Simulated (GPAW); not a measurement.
# Li/Ru(0001): work function by functional and basis

Aim: the work function of both faces of Li/Ru(0001), and its spread over functionals and bases.

Method: GPAW, PAW setups; slab in vacuum, relaxation, in the first sound run; inputs show where later runs differ, in GPAW 26.7.0.

### 1. Starting point

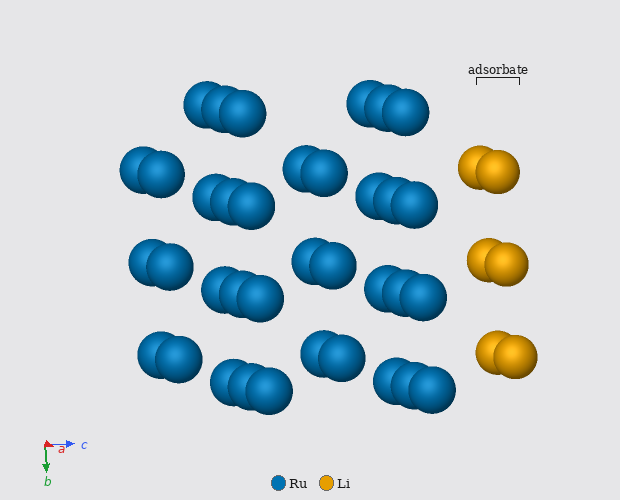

Start, viewed from the side, with the c axis across the page; ruthenium blue, lithium orange. 2×3×1 cells are drawn. Some periodic images of atoms are drawn too.

The cell holds 5 atoms: 4 Ru and 1 Li. Cell: a = 2.700 Å, b = 2.700 Å, c = 24.833 Å, α = 90.0°, β = 90.0°, γ = 60.0°. Vacuum lies along c.

As a file:

```cif
data_structure
_symmetry_space_group_name_H-M 'P 1'
_symmetry_Int_Tables_number 1
_cell_length_a 2.7000
_cell_length_b 2.7000
_cell_length_c 24.8333
_cell_angle_alpha 90.000
_cell_angle_beta 90.000
_cell_angle_gamma 60.000
_cell_volume 156.78
loop_
_atom_site_label
_atom_site_type_symbol
_atom_site_fract_x
_atom_site_fract_y
_atom_site_fract_z
_atom_site_occupancy
Ru1 Ru 0.66667 0.66667 0.32215 1
Ru2 Ru 0.00000 0.00000 0.40826 1
Ru3 Ru 0.66667 0.66667 0.49437 1
Ru4 Ru 0.00000 0.00000 0.58048 1
Li5 Li 0.66667 0.66667 0.67785 1
```

### 2. Relaxing the atoms

Forces are removed first; all later runs use this geometry. The lowest 2 atoms are held at bulk positions and keep their forces.

Contents of run.py:

```python
import json
import numpy as np
from ase import Atoms
from ase.constraints import FixAtoms
from ase.optimize import BFGS
from gpaw import GPAW, PW

slab = Atoms(
    ['Ru', 'Ru', 'Ru', 'Ru', 'Li'],
    positions=[
        [2.70000, 1.55885, 8.00000],
        [0.00000, 0.00000, 10.13840],
        [2.70000, 1.55885, 12.27680],
        [0.00000, 0.00000, 14.41520],
        [2.70000, 1.55885, 16.83328]],
    cell=[[2.7, 0.0, 0.0], [1.35, 2.33827, 0.0], [0.0, 0.0, 24.83328]],
    pbc=[True, True, False])

slab.calc = GPAW(mode=PW(400), xc='PBE', kpts={'size': (13, 13, 1), 'gamma': True},
                 occupations={'name': 'fermi-dirac', 'width': 0.1}, nbands='300%',
                 convergence={'density': 1e-05}, maxiter=200,
                 poissonsolver={'dipolelayer': 'xy'},
                 symmetry={'tolerance': 1e-3, 'extra_ids': [1, 1, 0, 0, 0]}, txt='slab.txt')
result = {}
slab.set_constraint(FixAtoms([0, 1]))
path = []
opt = BFGS(slab, maxstep=0.2)
opt.attach(lambda: path.append((slab.get_potential_energy(), slab.positions.tolist(), slab.get_forces().tolist())))
result['relaxed'] = bool(opt.run(fmax=0.03, steps=40))
result['path'] = path
energy = slab.get_potential_energy()
fermi = slab.calc.get_fermi_level()
v = slab.calc.get_electrostatic_potential().mean((0, 1)) - fermi
n = slab.calc.get_pseudo_density().mean((0, 1))
L = slab.cell[2, 2]
z = np.arange(len(v)) * L / len(v)
low, high = slab.positions[:, 2].min(), slab.positions[:, 2].max()
below, above = np.interp([low - 5.8, high + 5.8], z, v)
slopes = [np.interp(x, z, np.gradient(v, z)) for x in (low - 5.8, high + 5.8)]
eps = np.array([[slab.calc.get_eigenvalues(k, s) for k in range(len(slab.calc.get_ibz_k_points()))]
                for s in range(slab.calc.get_number_of_spins())]) - fermi
top, bottom = eps[eps < 0].max(), eps[eps > 0].min()
dipole = slab.get_dipole_moment()[2]
print(f'energy {energy:.4f} eV, Fermi level {fermi:.4f} eV, dipole {dipole:.5f} e A')
print(f'potential 5.8 A off the faces, from the Fermi level: lower {below:.4f} eV, upper {above:.4f} eV')
print(f'slope of the potential there: lower {slopes[0]:.5f}, upper {slopes[1]:.5f} eV/A')
print(f'nearest levels on the mesh: {top:.4f} and {bottom:.4f} eV')
print('magnetic moment', round(slab.get_magnetic_moment(), 3))
result.update(energy=energy, fermi=fermi, dipole=dipole, below=below, above=above, slopes=slopes, edges=[top, bottom],
              z=z.tolist(), v=v.tolist(), n=n.tolist(), positions=slab.positions.tolist(),
              forces=slab.get_forces(apply_constraint=False).tolist(), moments=slab.get_magnetic_moments().tolist())
json.dump(result, open('result.json', 'w'))
```

The run is started by

```console
$ OMP_NUM_THREADS=1 OPENBLAS_NUM_THREADS=1 python run.py
```

The program printed:

```text
Step          Energy          fmax
BFGS:    0      -37.865078        0.445381
BFGS:    1      -37.869988        0.434133
BFGS:    2      -37.899650        0.353618
BFGS:    3      -37.903354        0.362583
BFGS:    4      -37.911687        0.217340
BFGS:    5      -37.913454        0.210039
BFGS:    6      -37.915709        0.260121
BFGS:    7      -37.918149        0.272837
BFGS:    8      -37.923151        0.229332
BFGS:    9      -37.926903        0.170868
BFGS:   10      -37.928043        0.032770
BFGS:   11      -37.928094        0.002787
energy -37.8396 eV, Fermi level 2.3689 eV, dipole 0.04696 e A
potential 5.8 A off the faces, from the Fermi level: lower 5.0616 eV, upper 3.7173 eV
slope of the potential there: lower 0.00012, upper 0.00070 eV/A
nearest levels on the mesh: -0.0512 and 0.0061 eV
magnetic moment 0.0
```

Run time: 43 min. Hardware: 1 thread of Arm Neoverse V1, shared host; peak memory 0.28 GiB.

The steps of the relaxation:

```csv
step,energy less that of the first step (eV),largest force (eV/Å)
1,0.0000,0.4454
2,-0.0047,0.4341
3,-0.0317,0.3536
4,-0.0351,0.3626
5,-0.0427,0.2173
6,-0.0447,0.2100
7,-0.0474,0.2601
8,-0.0504,0.2728
9,-0.0563,0.2293
10,-0.0607,0.1709
11,-0.0619,0.0328
12,-0.0618,0.0028
```

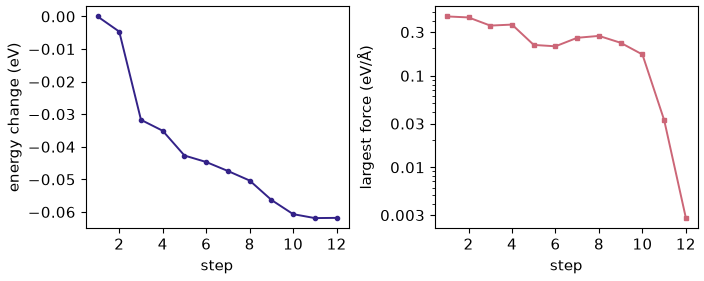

Energy and largest force along the relaxation.

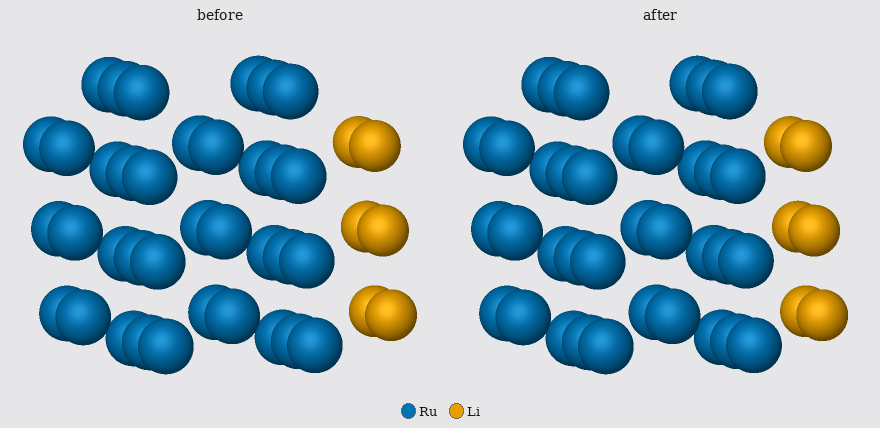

Before and after, at one scale.

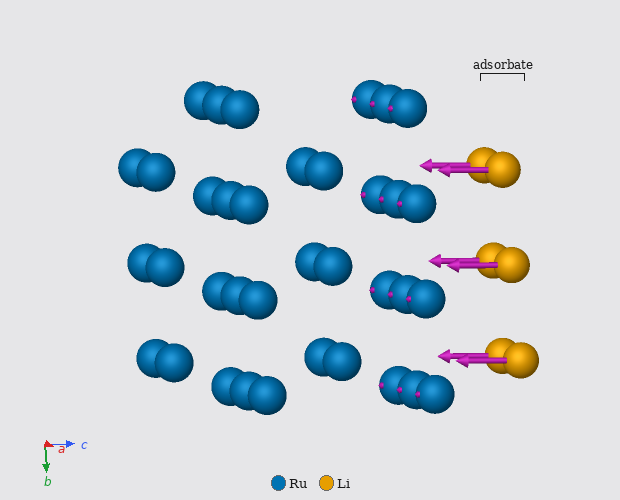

Displacements in the relaxation, exaggerated; the longest in the cell stands for 0.25 Å. 2×3×1 cells are drawn. Some periodic images of atoms are drawn too.

The atoms that moved most (Å):

| atom | dx | dy | dz | length |
| --- | --- | --- | --- | --- |
| Li5 | 0.000 | 0.000 | -0.253 | 0.253 |
| Ru4 | 0.000 | 0.000 | -0.024 | 0.024 |
| Ru3 | 0.000 | 0.000 | 0.009 | 0.009 |

Final coordinates:

```xyz
5
Lattice="2.7000 0.0000 0.0000 1.3500 2.3383 0.0000 0.0000 0.0000 24.8333" Properties=species:S:1:pos:R:3
Ru    2.7000    1.5589    8.0000
Ru    0.0000    0.0000   10.1384
Ru    2.7000    1.5589   12.2863
Ru    0.0000    0.0000   14.3911
Li    2.7000    1.5589   16.5801
```

This step gave:

- dipole along the normal: 0.04696 e·Å
- levels nearest the Fermi level on the mesh: -0.05121, 0.006082 eV from the Fermi level
- upper work function: 3.717 eV
- lower work function: 5.062 eV

The electrostatic potential energy of an electron (without an applied field's), less the Fermi level, planar mean oscillates, so the rows of the table below give means over windows of 2.17 Å about each position, cut where the curve ends. Its maxima inside the range that stand out by 2 % of the span (Å: eV): 1.6: 5.06, 9.1: -1.86, 11.2: -1.95, 13.3: -2.18, 15.7: 0.920. Its minima: 8.0: -27.9, 10.1: -28.4, 12.3: -28.3, 14.4: -28.0, 16.7: -4.87.

The electrostatic potential energy of an electron (without an applied field's), less the Fermi level, planar mean by z; means over each step:

```
z (Å)  electrostatic potential energy of an electron (without an applied field's), less the Fermi level, planar mean (eV)
 1.08                                                                                                                5.00
 3.25                                                                                                                5.06
 5.42                                                                                                                4.79
 7.59                                                                                                               -11.7
 9.77                                                                                                               -13.4
11.93                                                                                                               -13.5
14.11                                                                                                               -13.2
16.27                                                                                                               -1.87
18.45                                                                                                                2.61
20.62                                                                                                                3.70
22.79                                                                                                                3.72
```

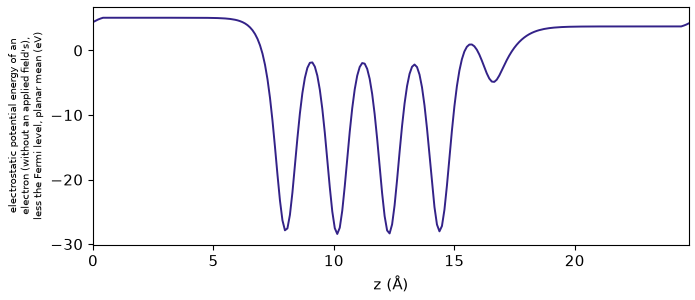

Electrostatic potential energy of an electron (without an applied field's), less the Fermi level, planar mean against z.

The pseudo valence density, planar mean oscillates, so the rows of the table below give means over windows of 2.07 Å about each position, cut where the curve ends. Its maxima inside the range that stand out by 2 % of the span (Å: e/Å³): 8.1: 2.61, 10.1: 2.68, 12.2: 2.60, 14.5: 2.56. Its minima: 9.1: 0.373, 11.2: 0.366, 13.2: 0.397.

The pseudo valence density, planar mean by z; means over each step:

```csv
z (Å),"pseudo valence density, planar mean (e/Å³)"
3.10,2.5e-5
5.17,0.00471
7.24,0.920
9.31,1.16
11.38,1.14
13.45,1.18
15.52,0.534
17.59,0.0323
19.66,0.00232
21.73,4.4e-5
```

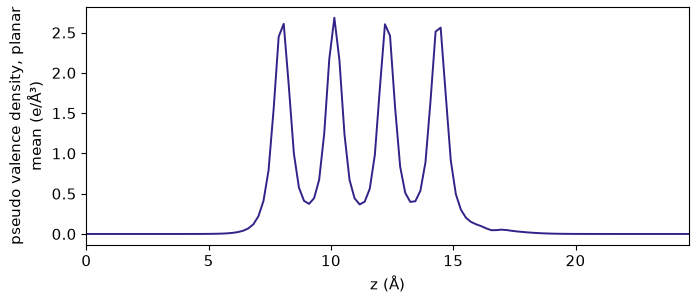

Pseudo valence density, planar mean, plotted against z.

The relaxation lowered the energy of the cell by 0.0618 eV (energies extrapolated to zero smearing; the optimiser's log prints free energies). The largest force left on a free atom is 0.0028 eV/Å.

### 3. Plane waves, PBE

With the geometry fixed, the planar mean of the potential gives the vacuum level on each side.

This step: GPAW, PAW setups; slab in vacuum (GPAW 26.7.0).

Changes to run.py since step 2:

```diff
@@ -3,4 +3,2 @@
 from ase import Atoms
-from ase.constraints import FixAtoms
-from ase.optimize import BFGS
 from gpaw import GPAW, PW
@@ -12,5 +10,5 @@
         [0.00000, 0.00000, 10.13840],
-        [2.70000, 1.55885, 12.27680],
-        [0.00000, 0.00000, 14.41520],
-        [2.70000, 1.55885, 16.83328]],
+        [2.70000, 1.55885, 12.28630],
+        [0.00000, 0.00000, 14.39115],
+        [2.70000, 1.55885, 16.58015]],
     cell=[[2.7, 0.0, 0.0], [1.35, 2.33827, 0.0], [0.0, 0.0, 24.83328]],
@@ -22,10 +20,4 @@
                  poissonsolver={'dipolelayer': 'xy'},
-                 symmetry={'tolerance': 1e-3, 'extra_ids': [1, 1, 0, 0, 0]}, txt='slab.txt')
+                 symmetry={'tolerance': 1e-3}, txt='slab.txt')
 result = {}
-slab.set_constraint(FixAtoms([0, 1]))
-path = []
-opt = BFGS(slab, maxstep=0.2)
-opt.attach(lambda: path.append((slab.get_potential_energy(), slab.positions.tolist(), slab.get_forces().tolist())))
-result['relaxed'] = bool(opt.run(fmax=0.03, steps=40))
-result['path'] = path
 energy = slab.get_potential_energy()
```

The program printed:

```text
energy -37.8396 eV, Fermi level 2.3688 eV, dipole 0.04703 e A
potential 5.8 A off the faces, from the Fermi level: lower 5.0619 eV, upper 3.7173 eV
slope of the potential there: lower 0.00006, upper 0.00071 eV/A
nearest levels on the mesh: -0.0512 and 0.0061 eV
magnetic moment 0.0
```

Wall time 5.1 min (1 thread); peak memory 0.27 GiB.

Numbers from this step:

```
dipole along the normal                    : 0.04703 e·Å
levels nearest the Fermi level on the mesh : -0.05117, 0.006073 eV from the Fermi level
```

The electrostatic potential energy of an electron (without an applied field's), less the Fermi level, planar mean oscillates, so the rows of the table below give means over windows of 2.17 Å about each position, cut where the curve ends. Its maxima inside the range that stand out by 2 % of the span (Å: eV): 1.6: 5.06, 9.1: -1.86, 11.2: -1.95, 13.3: -2.18, 15.7: 0.920. Its minima: 8.0: -27.9, 10.1: -28.4, 12.3: -28.3, 14.4: -28.0, 16.7: -4.87.

Electrostatic potential energy of an electron (without an applied field's), less the Fermi level, planar mean against z; means over each step:

```csv
z (Å),"electrostatic potential energy of an electron (without an applied field's), less the Fermi level, planar mean (eV)"
1.08,5.00
3.25,5.06
5.42,4.79
7.59,-11.7
9.77,-13.4
11.93,-13.5
14.11,-13.2
16.27,-1.87
18.45,2.61
20.62,3.70
22.79,3.72
```

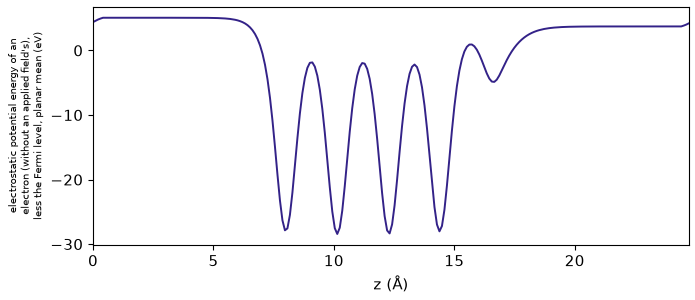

Electrostatic potential energy of an electron (without an applied field's), less the Fermi level, planar mean, plotted against z.

The pseudo valence density, planar mean oscillates, so the rows of the table below give means over windows of 2.07 Å about each position, cut where the curve ends. Its maxima inside the range that stand out by 2 % of the span (Å: e/Å³): 8.1: 2.61, 10.1: 2.68, 12.2: 2.60, 14.5: 2.56. Its minima: 9.1: 0.373, 11.2: 0.366, 13.2: 0.397.

Pseudo valence density, planar mean against z; means over each step:

```
z (Å)  pseudo valence density, planar mean (e/Å³)
 3.10                                      2.5e-5
 5.17                                     0.00471
 7.24                                       0.920
 9.31                                        1.16
11.38                                        1.14
13.45                                        1.18
15.52                                       0.534
17.59                                      0.0323
19.66                                     0.00232
21.73                                      4.4e-5
```

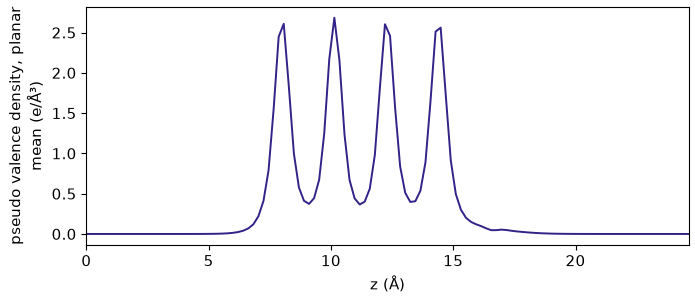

Pseudo valence density, planar mean, plotted against z.

Force by atom:

```
atom  x (eV/Å)  y (eV/Å)  z (eV/Å)   size
 Ru1     0.000     0.000     0.467  0.467
 Ru2     0.000     0.000    -0.469  0.469
 Ru3     0.000     0.000     0.003  0.003
 Ru4     0.000     0.000     0.000  0.000
 Li5     0.000     0.000     0.000  0.000
```

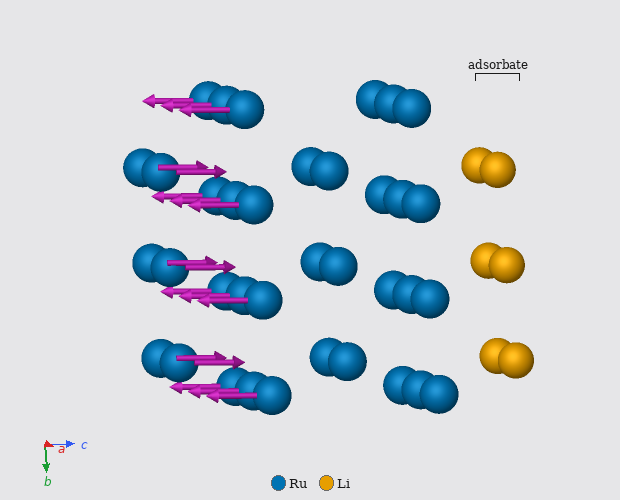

Force as arrows, the longest 0.469 eV/Å. 2×3×1 cells are drawn. Some periodic images of atoms are drawn too.

The potential is flat to 7.1e-4 eV/Å where it is read, so the vacuum is wide enough.

### 4. Self-consistent run: xc = "RPBE"

The same geometry under RPBE, to see how far the functional moves the levels against the vacuum.

Changes to run.py since step 3:

```diff
@@ -16,3 +16,3 @@
 
-slab.calc = GPAW(mode=PW(400), xc='PBE', kpts={'size': (13, 13, 1), 'gamma': True},
+slab.calc = GPAW(mode=PW(400), xc='RPBE', kpts={'size': (13, 13, 1), 'gamma': True},
                  occupations={'name': 'fermi-dirac', 'width': 0.1}, nbands='300%',
```

The program printed:

```text
energy -35.1707 eV, Fermi level 2.4617 eV, dipole 0.04279 e A
potential 5.8 A off the faces, from the Fermi level: lower 4.8933 eV, upper 3.6700 eV
slope of the potential there: lower 0.00006, upper 0.00078 eV/A
nearest levels on the mesh: -0.0382 and 0.0028 eV
magnetic moment 0.0
```

Wall time 4.9 min (1 thread); peak memory 0.27 GiB.

Numbers from this step:

| Quantity | Value |
| --- | --- |
| dipole along the normal | 0.04279 e·Å |
| levels nearest the Fermi level on the mesh | -0.03821, 0.002766 eV from the Fermi level |
| upper work function | 3.670 eV |
| lower work function | 4.893 eV |

The electrostatic potential energy of an electron (without an applied field's), less the Fermi level, planar mean oscillates, so the rows of the table below give means over windows of 2.17 Å about each position, cut where the curve ends. Its maxima inside the range that stand out by 2 % of the span (Å: eV): 9.1: -1.95, 11.2: -2.05, 13.3: -2.28, 15.7: 0.807. Its minima: 8.0: -27.9, 10.1: -28.5, 12.3: -28.4, 14.4: -28.1, 16.7: -4.97.

Table of electrostatic potential energy of an electron (without an applied field's), less the Fermi level, planar mean by z; means over each step:

```csv
z (Å),"electrostatic potential energy of an electron (without an applied field's), less the Fermi level, planar mean (eV)"
1.08,4.84
3.25,4.89
5.42,4.62
7.59,-11.8
9.77,-13.5
11.93,-13.5
14.11,-13.3
16.27,-1.98
18.45,2.56
20.62,3.65
22.79,3.67
```

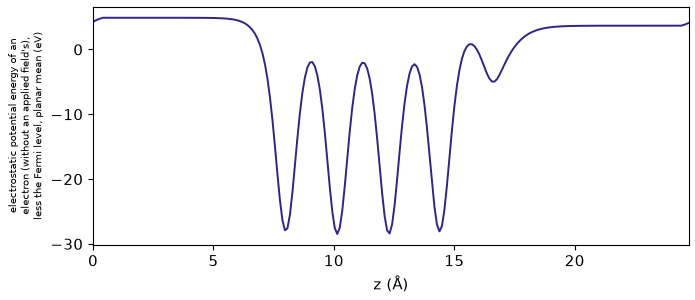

Electrostatic potential energy of an electron (without an applied field's), less the Fermi level, planar mean against z.

The pseudo valence density, planar mean oscillates, so the rows of the table below give means over windows of 2.07 Å about each position, cut where the curve ends. Its maxima inside the range that stand out by 2 % of the span (Å: e/Å³): 8.1: 2.61, 10.1: 2.69, 12.2: 2.60, 14.5: 2.56. Its minima: 9.1: 0.372, 11.2: 0.366, 13.2: 0.396.

Table of pseudo valence density, planar mean by z; means over each step:

```
z (Å)  pseudo valence density, planar mean (e/Å³)
 3.10                                      2.8e-5
 5.17                                     0.00462
 7.24                                       0.920
 9.31                                        1.16
11.38                                        1.14
13.45                                        1.18
15.52                                       0.534
17.59                                      0.0324
19.66                                     0.00230
21.73                                      4.7e-5
```

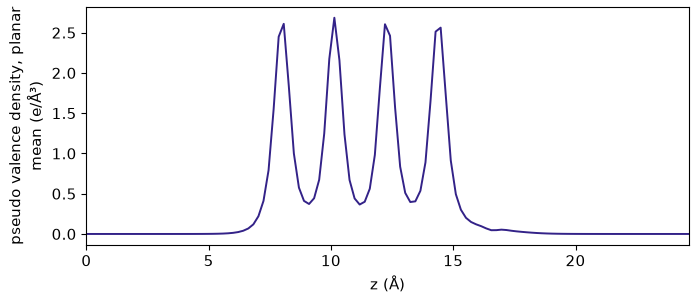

Pseudo valence density, planar mean, plotted against z.

Force by atom:

| atom | x (eV/Å) | y (eV/Å) | z (eV/Å) | size |
| --- | --- | --- | --- | --- |
| Ru1 | 0.000 | 0.000 | 0.257 | 0.257 |
| Ru2 | 0.000 | 0.000 | -0.465 | 0.465 |
| Ru3 | 0.000 | 0.000 | -0.008 | 0.008 |
| Ru4 | 0.000 | 0.000 | 0.121 | 0.121 |
| Li5 | 0.000 | 0.000 | 0.096 | 0.096 |

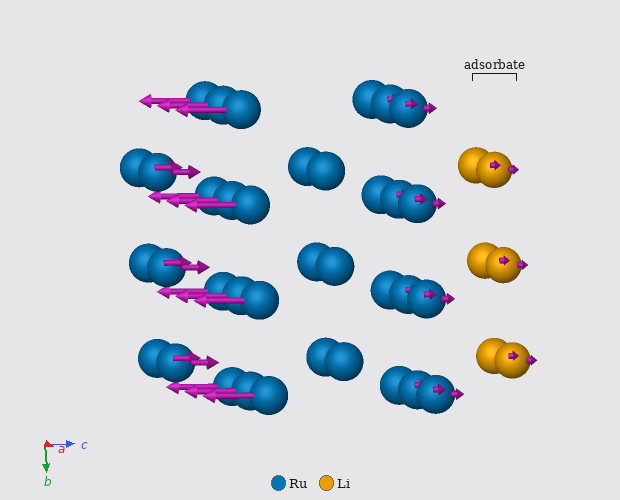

Force as arrows, the longest 0.465 eV/Å. 2×3×1 cells are drawn. Some periodic images of atoms are drawn too.

The upper face's work function is 3.670 eV, against 3.717 eV in the first plane-wave PBE run at this geometry.

(Continued in part 2 of 2.)

[Logs are printed without paths, hosts, clocks, repeated set-up lines and the standing remarks that a program may print on its own settings, such as how far it seeks lower states.]

[Hosts, paths, dates, database ids (printed as entryN), source tags and the programs' standing remarks are cut or masked in the printed files.]
